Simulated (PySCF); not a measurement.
Ionisation energy of As⁺ ([Ar] 3d¹⁰ 4s² 4p² → [Ar] 3d¹⁰ 4s² 4p). PySCF, aug-cc-pVTZ-PP with a 10-electron core potential, unrestricted single determinants, no spin-orbit coupling. Methods marked “valence” freeze 18 core electrons.

The results, method by method:

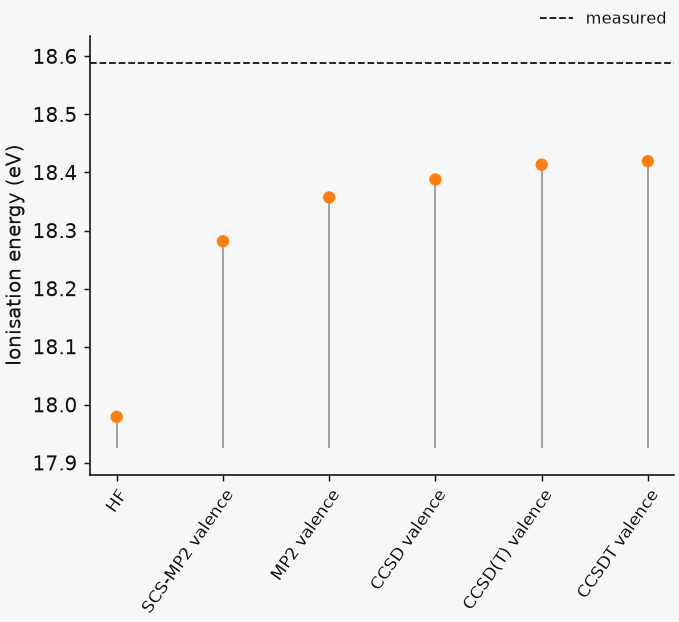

| Method | Ionisation energy (eV) |
| --- | --- |
| HF | 17.979 |
| MP2 valence | 18.357 |
| SCS-MP2 valence | 18.282 |
| CCSD valence | 18.388 |
| CCSD(T) valence | 18.413 |
| CCSDT valence | 18.419 |

The values run from 17.979 eV (HF) to 18.419 eV (CCSDT valence). The measured value is 18.589 ± 0.001 eV; nearest to it come CCSDT valence (−0.170) and CCSD(T) valence (−0.176), furthest HF (−0.610 eV).

Caveat: spin-orbit shift not estimated.
